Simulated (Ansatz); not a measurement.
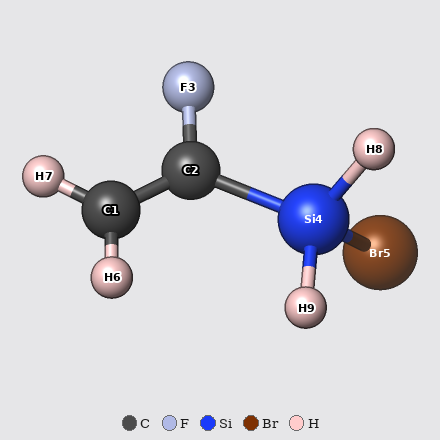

The system is C₂H₄BrFSi, SMILES C=C(F)[SiH2]Br; the picture shows the reference structure. First axis: dihedral H6–C1–C2–Si4. Second axis: dihedral C1–C2–Si4–Br5. Nothing is relaxed (all other coordinates rigid). The grid has 18 × 18 points. All energies are given in eV relative to the lowest grid point. The dihedral twists a double bond; near 90° a spin-restricted reference is unreliable. Method: RHF/def2-SVP (Ansatz 0.2.0).

Its coordinates:

```xyz
9

C    -1.3705    0.3553    0.7609
C    -0.0668    0.1720    0.6740
F     0.7074    0.4498    1.7249
Si    0.8599   -0.4899   -0.8266
Br    2.2380    1.0790   -1.6217
H    -2.0119    0.1384   -0.0812
H    -1.8244    0.7279    1.6711
H     1.6808   -1.6512   -0.4510
H    -0.1239   -0.8275   -1.8673
```

Range: dihedral H6–C1–C2–Si4 from −180 to 160°; dihedral C1–C2–Si4–Br5 from −180 to 160°.

What will the energy surface look like?

The lowest grid point is at dihedral H6–C1–C2–Si4 = 0°, dihedral C1–C2–Si4–Br5 = 120°; the map holds 3 wells of about this depth. A higher local minimum lies near dihedral H6–C1–C2–Si4 = −180°, dihedral C1–C2–Si4–Br5 = 0° (0.014 eV above the lowest at that grid point). The highest grid point, dihedral H6–C1–C2–Si4 = −100°, dihedral C1–C2–Si4–Br5 = 20°, lies 3.78 eV above the lowest. Round the minimum the two coordinates are weakly coupled (coupling 0.13 in units of the two stiffnesses).

```csv
"dihedral C1–C2–Si4–Br5 ↓, dihedral H6–C1–C2–Si4 →",−160,−120,−80,−40,0,40,80,120,160
160,0.38,2.26,3.46,0.93,0.10,1.10,3.74,2.02,0.29
120,0.27,2.18,3.50,0.88,0.00,1.00,3.72,2.00,0.21
80,0.30,2.14,3.58,0.97,0.06,1.00,3.63,2.09,0.28
40,0.35,2.24,3.52,0.92,0.07,1.08,3.75,2.03,0.26
0,0.28,2.19,3.58,0.92,0.01,1.01,3.74,2.06,0.23
−40,0.30,2.15,3.60,0.99,0.07,1.00,3.67,2.12,0.30
−80,0.32,2.19,3.52,0.93,0.06,1.03,3.70,2.04,0.26
−120,0.25,2.10,3.62,0.95,0.01,0.95,3.61,2.10,0.24
−160,0.33,2.12,3.63,1.04,0.11,1.01,3.58,2.16,0.35
```

The table holds every second grid line.

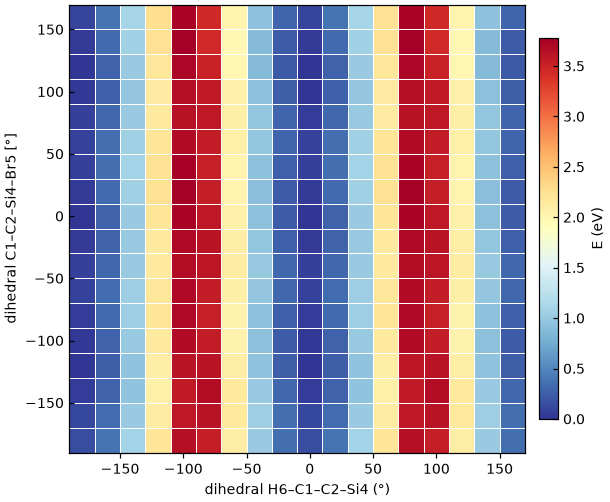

The picture shows one coloured cell a grid point.

Each point was launched as `ansatz run input.yaml --threads 1 --pin off --max-ram 2560MiB --backend cpu --events-out ev --progress --plain --runs-dir out`. The whole map (324 points run) took 13 min on 1 thread of Intel(R) Xeon(R) 6975P-C (Granite Rapids), with other jobs on the host.
